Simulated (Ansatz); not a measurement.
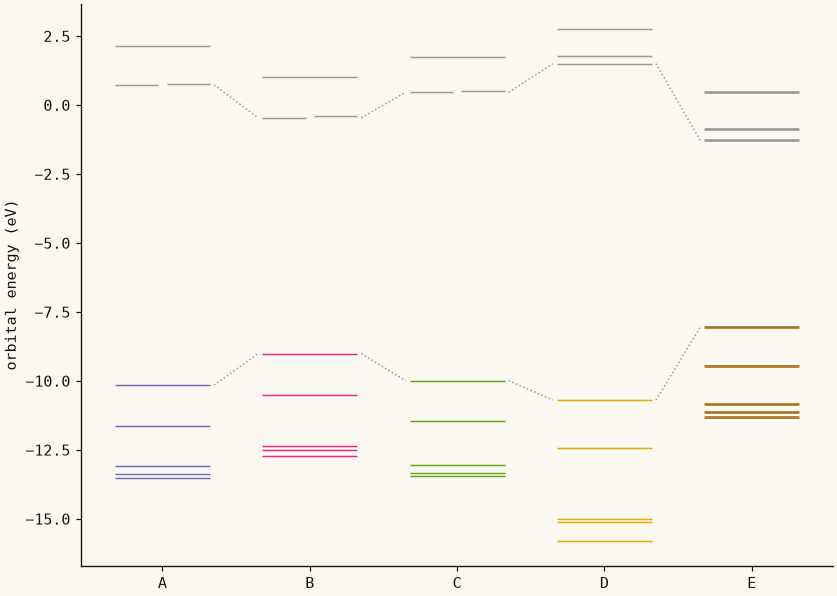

Frontier orbital energies of BSnH₄OF, SMILES O[BH][SnH2][F], singlet at one geometry, def2-TZVPP, the Ansatz code 0.2.0, at a PBE0-D4/def2-TZVP geometry (a minimum by its frequencies). Empty levels are grey, levels within 0.1 eV stand side by side; all columns show the same few orbitals around the gap. Dotted lines join the HOMOs and the LUMOs.

**The columns come from BHLYP, HF, r2SCAN0, ωB97M-V and ωB97X-V. Which is which?**

A: ωB97X-V (HOMO −10.15, LUMO 0.73, separation 10.88 eV)
B: BHLYP (HOMO −9.01, LUMO −0.46, separation 8.55 eV)
C: ωB97M-V (HOMO −9.99, LUMO 0.46, separation 10.45 eV)
D: HF (HOMO −10.69, LUMO 1.50, separation 12.19 eV)
E: r2SCAN0 (HOMO −8.05, LUMO −1.27, separation 6.78 eV)

Caveats, for all or some of the runs: core potentials past krypton; empty levels above zero depend strongly on the basis; one conformer of a flexible molecule; spin-orbit coupling is left out, and with Sn it can shift these levels and split any degenerate set.
